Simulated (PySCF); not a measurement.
Vertical excitations of a molecule C5H7F from PySCF with TDA-PBE/def2-SVPD, as energy in eV (oscillator strength): 6.28 (0.052), 6.39 (0.115), 6.58 (0.003), 6.82 (0.044), 7.08 (0.037), 7.27 (0.008), 7.39 (0.052), 7.60 (0.024), 7.66 (0.045), 7.95 (0.013). Lowest triplet (TDA): 4.23 eV. Geometry optimised at ωB97X-D3(BJ)/def2-SVP. One conformer was computed; it need not be the lowest.

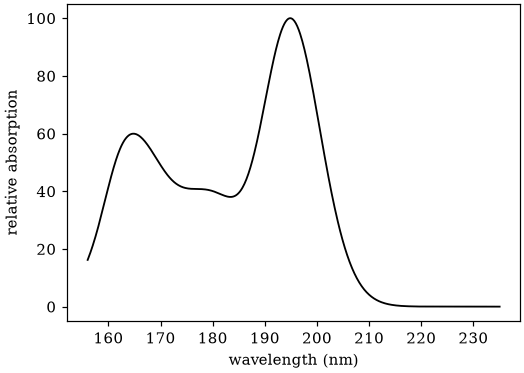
Figure: The lines broadened by 0.4 eV.

### Question
Which molecule gave these data?
(A) C#CC[C@@H](C)F
(B) FC=C1CCC1
(C) C=C1CC[C@@H]1F
(D) C=C1CC(F)C1

### Answer
C, C=C1CC[C@@H]1F
